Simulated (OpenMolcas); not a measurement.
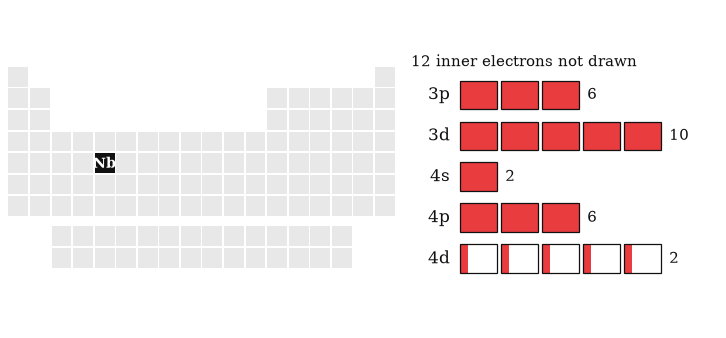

**Figure 1.** Left, the place of niobium in the periodic table; right, the outer shells of the leading configuration of the lowest level: a box for each of the 2l + 1 orbitals, shaded by the share of the shell that is filled, with the electron count at the right.

# Multiconfigurational calculation, with input and output: Nb³⁺ complex

Nb³⁺ with 6 ligands (Br; octahedron, 2.705 Å), embedded in CsCaBr3 by model potentials and point charges, whose field is part of the energies. Computed at this level: state-averaged CASSCF, active space 2 electrons in the shell 4d, basis ANO-RCC-VTZP on the metal and ANO-RCC-VDZP on the ligands, DKH2 scalar Hamiltonian, spin-orbit coupling by RASSI with atomic mean-field integrals (OpenMolcas).

## Input
```
&GATEWAY
Basis set
Nb.ANO-RCC-VTZP.
Nb1 0.0 0.0 0.0 Angstrom
End of basis
Basis set
Br.ANO-RCC-VDZP.
L1 2.705000 0.000000 0.000000 Angstrom
L2 0.000000 2.705000 0.000000 Angstrom
L3 0.000000 0.000000 2.705000 Angstrom
End of basis
Basis set
Ca.EMB-AIMP.Sanchez-Sanz.10s7p.1s1p.ECP.CsCaBr3.
PseudoCharge
* 3 symmetry-unique lattice sites within 7.6 angstrom
End of basis
Basis set
Cs.EMB-AIMP.Sanchez-Sanz.0s.0s.ECP.CsCaBr3.
PseudoCharge
* 4 symmetry-unique lattice sites within 7.6 angstrom
End of basis
Basis set
Br.EMB-AIMP.Sanchez-Sanz.0s.0s.ECP.CsCaBr3.
PseudoCharge
* 12 symmetry-unique lattice sites within 7.6 angstrom
End of basis
Symmetry
XYZ
AngMom=0.0 0.0 0.0
AMFI
RICD
XField
1570 Angstrom 0
* Evjen-weighted lattice charges
&SEWARD
&RASSCF
FileOrb=start.orb
Symmetry=1
Spin=3
nActEl=2 0 0
Inactive=63 63
Ras2=5 0
CIRoot=10 10 1
SDav=10
CIMx=300
Iter=150 100
PrWF=0.3
OrbListing=Nothing
MaxOrb=0
LevShft=1.0
>>> COPY $Project.JobIph JOB001
&RASSCF
FileOrb=start.orb
Symmetry=1
Spin=1
nActEl=2 0 0
Inactive=63 63
Ras2=5 0
CIRoot=15 15 1
SDav=15
CIMx=300
Iter=150 100
PrWF=0.3
OrbListing=Nothing
MaxOrb=0
LevShft=1.0
>>> COPY $Project.JobIph JOB002
&RASSI
NrOfJobIphs=2 10 15
1 2 3 4 5 6 7 8 9 10
1 2 3 4 5 6 7 8 9 10 11 12 13 14 15
IphNames
JOB001
JOB002
EJob
SpinOrbit
DIPRint=1.0
SOCoupling=1000.0
Subsets=2
Property=9
'ANGMOM' 1 'ANGMOM' 2 'ANGMOM' 3 'MLTPL  1' 1 'MLTPL  1' 2 'MLTPL  1' 3
'AMFI' 1 'AMFI' 2 'AMFI' 3
SOProperty=3
'ANGMOM' 1 'ANGMOM' 2 'ANGMOM' 3
```

The file start.orb holds starting orbitals from an earlier step. A driver script formed the levels outside the program, from RASSI's spin-orbit matrix and the active-space energies, averaged over the components of each term or state.

Command:
```bash
OMP_NUM_THREADS=1 MOLCAS_MEM=2457 MOLCAS_PROJECT=a pymolcas a.inp > a.log  # once for each step of the input, in one work folder
```

## The program's output (extracts)
```
--- SEWARD ---
Basis set label: NB.ANO-RCC...7S6P4D2F1G.

      Electronic valence basis set:
      ------------------
      Associated Effective Charge  41.000000 au
      Associated Actual Charge     41.000000 au
      Nuclear Model: Point charge

      Shell  nPrim  nBasis  Cartesian Spherical Contaminant
         s      21       7        X
         p      18       6        X
         d      13       4                 X
         f       6       2                 X
         g       4       1                 X
                  Relativistic Douglas-Kroll-Hess integrals:
                    - DKH order of Hamiltonian: 2
                    - DKH order of Properties : 0
                  Atomic mean-field integrals
--- RASSCF ---
Wave function specifications:
      -----------------------------

      Number of closed shell electrons         252
      Number of electrons in active shells       2
      Max number of holes in RAS1 space          0
      Max nr of electrons in RAS3 space          0
      Number of inactive orbitals              126
      Number of active orbitals                  5
      Number of secondary orbitals             123
      Spin quantum number                      1.0
      State symmetry                             1
Orbital specifications:
      -----------------------

      Symmetry species                           1   2
                                                ag  au
      Frozen orbitals                            0   0
      Inactive orbitals                         63  63
      Active orbitals                            5   0
      RAS1 orbitals                              0   0
      RAS2 orbitals                              5   0
      RAS3 orbitals                              0   0
      Secondary orbitals                        61  62
      Deleted orbitals                           0   0
      Number of basis functions                129 125
      Number of CSFs                            10
      Number of root(s) required                10
      Iter CI   SX   CI       RASSCF       Energy    max ROT     max BLB   max BLB  Level Ln srch  Step   QN
          iter iter root      energy       change     param      element    value   shift minimum  type update
 Nr of preliminary CI iterations:   1
      Total energies have been shifted. Add               -19000.00 au
        1   1   17    0  -443.68616194    0.00E+00  -8.75E-02   58 114 2  2.39E-01*  0.93   0.00    SX    NO
        2   1   17    0  -444.17509234   -4.89E-01* -6.67E-02   58  66 1  1.28E-01*  0.76   0.00    SX    NO
        3   1   16    0  -444.30293576   -1.28E-01* -3.79E-02   58  66 1  7.26E-02*  0.72   0.00    SX    NO
        4   1   15    0  -444.33239812   -2.95E-02* -2.09E-02   58  66 1  4.14E-02*  0.74   0.00    SX    NO
        5   1   14    0  -444.34101633   -8.62E-03* -2.53E-02   58  66 1  2.56E-02*  0.75   2.39    LS   YES
        6   1   14    0  -444.34539894   -4.38E-03*  8.89E-03   58  66 1  5.61E-03*  0.76   1.15    QN   YES
        7   1   13    0  -444.34618732   -7.88E-04*  6.27E-03   58 121 1  3.01E-03*  0.76   1.73    LS   YES
        8   1   13    0  -444.34635644   -1.69E-04*  1.29E-03    9  83 2 -2.98E-03*  0.75   1.03    QN   YES
        9   1   12    0  -444.34643510   -7.87E-05*  7.01E-04   16  69 1 -9.02E-04*  0.75   1.37    QN   YES
       10   1   10    0  -444.34644675   -1.16E-05* -2.58E-04   16  69 1 -3.80E-04*  0.75   1.20    QN   YES
       11   1    9    0  -444.34644822   -1.47E-06* -1.27E-04   16  69 1 -1.74E-04*  0.75   1.49    LS   YES
       12   1    9    0  -444.34644839   -1.72E-07* -7.51E-05    9  73 2 -1.55E-04*  0.75   0.96    QN   YES
       13   1    9    0  -444.34644859   -2.01E-07* -4.50E-05    9  73 2 -4.79E-05   0.75   1.60    LS   YES
       14   1    8    0  -444.34644862   -2.60E-08* -2.25E-05    9  90 1  4.80E-05   0.75   1.02    QN   YES
       15   1    7    0  -444.34644864   -2.14E-08* -2.79E-05   40  65 1  2.08E-05   0.75   1.82    QN   YES
       16   1    5    0  -444.34644865   -9.80E-09   6.98E-06   16  69 1  8.22E-06   0.75   1.06    QN   YES
      Convergence after 16 iterations
       17   1    5    0  -444.34644865    6.11E-10   6.98E-06   16  69 1  6.48E-06   0.75   1.06    QN   YES
      Natural orbitals and occupation numbers for root  1
      sym 1:   0.982572   0.017428  -0.000000   0.017428   0.982572
      Natural orbitals and occupation numbers for root  2
      sym 1:   0.982618   0.982618   0.017382  -0.000000   0.017382
      Natural orbitals and occupation numbers for root  3
      sym 1:   0.030069   0.969931  -0.000000   0.030069   0.969931
::    RASSCF root number  1 Total energy: -19444.40735520
::    RASSCF root number  2 Total energy: -19444.40735520
::    RASSCF root number  3 Total energy: -19444.40735520
::    RASSCF root number  4 Total energy: -19444.34562724
::    RASSCF root number  5 Total energy: -19444.34562724
::    RASSCF root number  6 Total energy: -19444.34562724
::    RASSCF root number  7 Total energy: -19444.30902025
::    RASSCF root number  8 Total energy: -19444.30902025
::    RASSCF root number  9 Total energy: -19444.30902025
::    RASSCF root number 10 Total energy: -19444.27847844
--- RASSCF ---
Wave function specifications:
      -----------------------------

      Number of closed shell electrons         252
      Number of electrons in active shells       2
      Max number of holes in RAS1 space          0
      Max nr of electrons in RAS3 space          0
      Number of inactive orbitals              126
      Number of active orbitals                  5
      Number of secondary orbitals             123
      Spin quantum number                      0.0
      State symmetry                             1
Orbital specifications:
      -----------------------

      Symmetry species                           1   2
                                                ag  au
      Frozen orbitals                            0   0
      Inactive orbitals                         63  63
      Active orbitals                            5   0
      RAS1 orbitals                              0   0
      RAS2 orbitals                              5   0
      RAS3 orbitals                              0   0
      Secondary orbitals                        61  62
      Deleted orbitals                           0   0
      Number of basis functions                129 125
      Number of CSFs                            15
      Number of root(s) required                15
      Iter CI   SX   CI       RASSCF       Energy    max ROT     max BLB   max BLB  Level Ln srch  Step   QN
          iter iter root      energy       change     param      element    value   shift minimum  type update
 Nr of preliminary CI iterations:   1
      Total energies have been shifted. Add               -19000.00 au
        1   1    9    0  -444.30390624    0.00E+00  -8.33E-03   64  70 1 -4.54E-03*  0.74   0.00    SX    NO
        2   1    9    0  -444.30432851   -4.22E-04*  4.22E-03   57  66 1  3.82E-03*  0.74   0.00    SX    NO
        3   1    9    0  -444.30447540   -1.47E-04*  2.50E-03   57  66 1  2.59E-03*  0.74   0.00    SX    NO
        4   1    8    0  -444.30453188   -5.65E-05*  1.47E-03   57  66 1  1.79E-03*  0.74   0.00    SX    NO
        5   1    8    0  -444.30455463   -2.28E-05*  2.18E-03   57  66 1  1.21E-03*  0.74   2.50    LS   YES
        6   1    7    0  -444.30457007   -1.54E-05* -3.84E-04   57  66 1  3.56E-04*  0.74   1.21    QN   YES
        7   1    7    0  -444.30457102   -9.49E-07* -1.32E-04   55  69 1 -1.26E-04*  0.74   1.25    QN   YES
        8   1    7    0  -444.30457122   -1.98E-07* -5.67E-05   55  69 1 -7.48E-05   0.74   1.43    LS   YES
        9   1    6    0  -444.30457124   -1.90E-08*  7.86E-05   55  69 1 -5.28E-05   0.74   2.50    QN   YES
       10   1    5    0  -444.30457126   -2.06E-08*  1.18E-04   55  69 1 -2.95E-05   0.74   2.50    LS   YES
       11   1    6    0  -444.30457124    1.22E-08*  5.88E-05   49  82 2 -2.13E-05   0.74   0.29    LS   YES
       12   1    5    0  -444.30457126   -1.33E-08* -3.10E-05   49  82 2 -1.34E-05   0.74   1.58    QN   YES
       13   1    5    0  -444.30457126   -1.07E-09   6.16E-06   55  69 1 -1.27E-05   0.74   0.57    QN   YES
      Convergence after 13 iterations
       14   1    5    0  -444.30457126   -4.69E-10   6.16E-06   55  69 1 -6.58E-06   0.74   0.57    QN   YES
      Natural orbitals and occupation numbers for root  1
      sym 1:   0.973089   0.000000   0.984199   0.022191   0.020522
      Natural orbitals and occupation numbers for root  2
      sym 1:   0.900931   0.011159   0.034041   1.053868   0.000002
      Natural orbitals and occupation numbers for root  3
      sym 1:   0.992524   0.018102   0.000000   0.967669   0.021706
::    RASSCF root number  1 Total energy: -19444.36547615
::    RASSCF root number  2 Total energy: -19444.36547615
::    RASSCF root number  3 Total energy: -19444.36547615
::    RASSCF root number  4 Total energy: -19444.36467660
::    RASSCF root number  5 Total energy: -19444.36467660
::    RASSCF root number  6 Total energy: -19444.31703211
::    RASSCF root number  7 Total energy: -19444.30106953
::    RASSCF root number  8 Total energy: -19444.30106953
::    RASSCF root number  9 Total energy: -19444.30106953
::    RASSCF root number 10 Total energy: -19444.29109885
::    RASSCF root number 11 Total energy: -19444.29109885
::    RASSCF root number 12 Total energy: -19444.29109885
::    RASSCF root number 13 Total energy: -19444.23445482
::    RASSCF root number 14 Total energy: -19444.23445482
::    RASSCF root number 15 Total energy: -19444.18034035
--- RASSI ---
SPIN-FREE ENERGIES:
  (Shifted by EMIN (a.u.) =     -19444.4073551993)

 SF State       Relative EMIN(au)   Rel lowest level(eV)    D:o, cm**(-1)

     1             0.0000000000        0.0000000000              0.0000
     2             0.0000000000        0.0000000000              0.0000
     3             0.0000000000        0.0000000000              0.0000
    11             0.0418790517        1.1395870524           9191.3894
    12             0.0418790517        1.1395870524           9191.3894
    13             0.0418790517        1.1395870524           9191.3894
    14             0.0426785952        1.1613437381           9366.8689
    15             0.0426785952        1.1613437381           9366.8689
     4             0.0617279638        1.6797034662          13547.7221
     5             0.0617279638        1.6797034662          13547.7221
     6             0.0617279638        1.6797034662          13547.7221
    16             0.0903230852        2.4578163587          19823.6258
     9             0.0983349471        2.6758302269          21582.0263
     7             0.0983349471        2.6758302269          21582.0263
     8             0.0983349471        2.6758302269          21582.0263
    17             0.1062856740        2.8921805282          23327.0091
    18             0.1062856740        2.8921805282          23327.0091
    19             0.1062856740        2.8921805282          23327.0091
    20             0.1162563454        3.1634963174          25515.3185
    21             0.1162563454        3.1634963174          25515.3185
    22             0.1162563454        3.1634963174          25515.3185
    10             0.1288767636        3.5069153934          28285.1802
    23             0.1729003802        4.7048590276          37947.2472
    24             0.1729003802        4.7048590276          37947.2472
    25             0.2270148486        6.1773887291          49824.0002
     Dipole printing threshold changed to   1.00000000E+00
Eigenvalues of complex Hamiltonian:
   -----------------------------------
  (Shifted by EMIN (a.u.) =     -19444.4073551993)

 SO State       Relative EMIN(au)   Rel lowest level(eV)    D:o, cm**(-1)

     1            -0.0019612082        0.0000000000              0.0000
     2            -0.0019612082        0.0000000003              0.0000
     3            -0.0018419037        0.0032464406             26.1843
     4            -0.0018419037        0.0032464405             26.1843
     5            -0.0018419037        0.0032464408             26.1843
     6             0.0015802257        0.0963673253            777.2549
     7             0.0015802257        0.0963673252            777.2549
     8             0.0015802257        0.0963673251            777.2549
     9             0.0031732293        0.1397151623           1126.8788
    10             0.0416194402        1.1858898559           9564.8467
    11             0.0416194402        1.1858898559           9564.8467
    12             0.0416194402        1.1858898559           9564.8467
    13             0.0427030850        1.2153773336           9802.6793
    14             0.0427030850        1.2153773336           9802.6793
    15             0.0603414634        1.6953420608          13673.8559
    16             0.0612324110        1.7195859803          13869.3963
    17             0.0612324110        1.7195859802          13869.3963
    18             0.0612324110        1.7195859802          13869.3963
    19             0.0624025625        1.7514274261          14126.2149
    20             0.0624025625        1.7514274261          14126.2149
    21             0.0624025625        1.7514274260          14126.2149
    22             0.0624735845        1.7533600318          14141.8024
    23             0.0624735845        1.7533600317          14141.8024
    24             0.0897500527        2.4955905436          20128.2952
    25             0.0969914389        2.6926387019          21717.5958
    26             0.0973636182        2.7027662142          21799.2797
    27             0.0973636182        2.7027662142          21799.2797
    28             0.0973636182        2.7027662142          21799.2797
    29             0.0989402464        2.7456684535          22145.3095
    30             0.0989402464        2.7456684537          22145.3096
    31             0.0989402464        2.7456684537          22145.3096
    32             0.0994153541        2.7585967933          22249.5836
    33             0.0994153541        2.7585967932          22249.5836
    34             0.1066270821        2.9548379087          23832.3750
    35             0.1066270821        2.9548379086          23832.3750
    36             0.1066270821        2.9548379088          23832.3750
    37             0.1163593504        3.2196664210          25968.3610
    38             0.1163593504        3.2196664210          25968.3610
    39             0.1163593504        3.2196664210          25968.3610
    40             0.1291406240        3.5674625932          28773.5263
    41             0.1291406240        3.5674625932          28773.5263
Weights of the five most important spin-orbit-free states for each spin-orbit state.

 SO State  Total energy (au)           Spin-free states, spin, and weights
 -------------------------------------------------------------------------------------------------------
    1        -0.001961       3 1.0  0.6386    2 1.0  0.2491    1 1.0  0.1068   14 0.0  0.0027    5 1.0  0.0015
    2        -0.001961       1 1.0  0.5562    2 1.0  0.4139    3 1.0  0.0244   15 0.0  0.0027    4 1.0  0.0017
    3        -0.001842       3 1.0  0.4969    1 1.0  0.3570    2 1.0  0.1426   11 0.0  0.0021    4 1.0  0.0005
    4        -0.001842       3 1.0  0.4980    2 1.0  0.3574    1 1.0  0.1412   12 0.0  0.0019    4 1.0  0.0005
    5        -0.001842       1 1.0  0.4984    2 1.0  0.4965   13 0.0  0.0019    3 1.0  0.0017    5 1.0  0.0005
    6         0.001580       3 1.0  0.4993    2 1.0  0.4214    1 1.0  0.0782    4 1.0  0.0005    6 1.0  0.0005
    7         0.001580       3 1.0  0.4994    1 1.0  0.4213    2 1.0  0.0782    4 1.0  0.0005    5 1.0  0.0005
    8         0.001580       1 1.0  0.4994    2 1.0  0.4993    6 1.0  0.0005    5 1.0  0.0005    3 1.0  0.0002
    9         0.003173       3 1.0  0.3328    2 1.0  0.3328    1 1.0  0.3328   16 0.0  0.0015    9 1.0  0.0001
   10         0.041619      13 0.0  0.9823    6 1.0  0.0071    5 1.0  0.0064    2 1.0  0.0012    1 1.0  0.0011
   11         0.041619      12 0.0  0.9823    6 1.0  0.0071    4 1.0  0.0064    3 1.0  0.0011    2 1.0  0.0009
   12         0.041619      11 0.0  0.9823    5 1.0  0.0071    4 1.0  0.0071    3 1.0  0.0012    1 1.0  0.0009
```

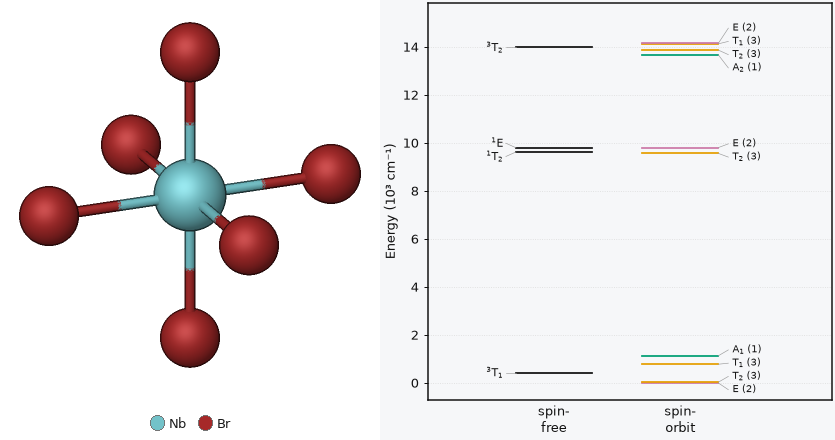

**Figure 2.** Nb³⁺ (4d²) as a dopant in CsCaBr₃, a cluster with its 6 nearest Br⁻ at 2.705 Å (octahedron) embedded in model potentials and point charges; the geometry was set, not optimised, and its levels. Labels give the representation in O, Td, D4 or D3 as the site allows (double group for half-integer spin) where it could be assigned and, in brackets, the degeneracy; spin-free states, where drawn, share the zero of the spin-orbit levels. The ground level is E, doubly degenerate, 100 % from states of spin multiplicity 3. Its principal g values are all close to zero. The next level lies at 26 cm⁻¹ (T₂). The lowest spin-free state is ³T₁; of the same spin there follows at 13,500 cm⁻¹ (³T₂) above it. The active orbitals hold 80 to 92 % metal character (Löwdin), and the Mulliken charge of the metal is +1.60.

## Summary

| quantity | value |
| --- | --- |
| outcome | converged |
| energy of the lowest spin-free term | −19444.40736 hartree |
| energy of the lowest spin-orbit level | −19444.40932 hartree |
| largest spread among components of a term | 0.0 cm⁻¹ |
| hardware | 1 thread of Arm Neoverse V2, 24 GiB of memory available, shared host |
| wall time | 2 min |
| peak memory | 0.4 GiB |

## Remarks

Without dynamic correlation the splittings between terms come out too large, often by 20 to 50 %. Limits: covalent bonds, ligand orbitals missing from the active space; the geometry is set by hand, with no relaxation.
